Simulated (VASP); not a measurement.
Band structure of WSe (relaxed from the zinc blende structure, space group F-43m). These are PBEsol GGA, VASP's PBE PAW potentials (set 64) (plane waves; VASP) values and carry that method's errors.

Unless said otherwise, spin-orbit coupling is left out, though it shifts the bands of the heavy elements here.

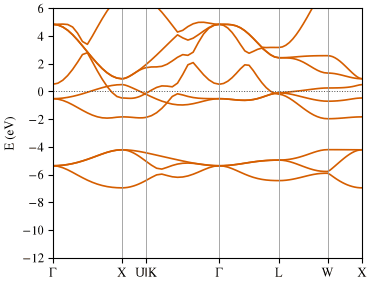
Figure: Bands along high-symmetry lines, zero at the valence-band maximum or, without a gap, the Fermi level

Q: Read the plot: is there a gap, and where are the band edges?

A: It has no gap at this level: it comes out as a metal or semimetal. (Edges off the drawn lines would not show.)

The structure was generated: WSe was put into the zinc blende type (F-43m), which need not be its known phase. It was relaxed first, which changed the volume by -37 %.
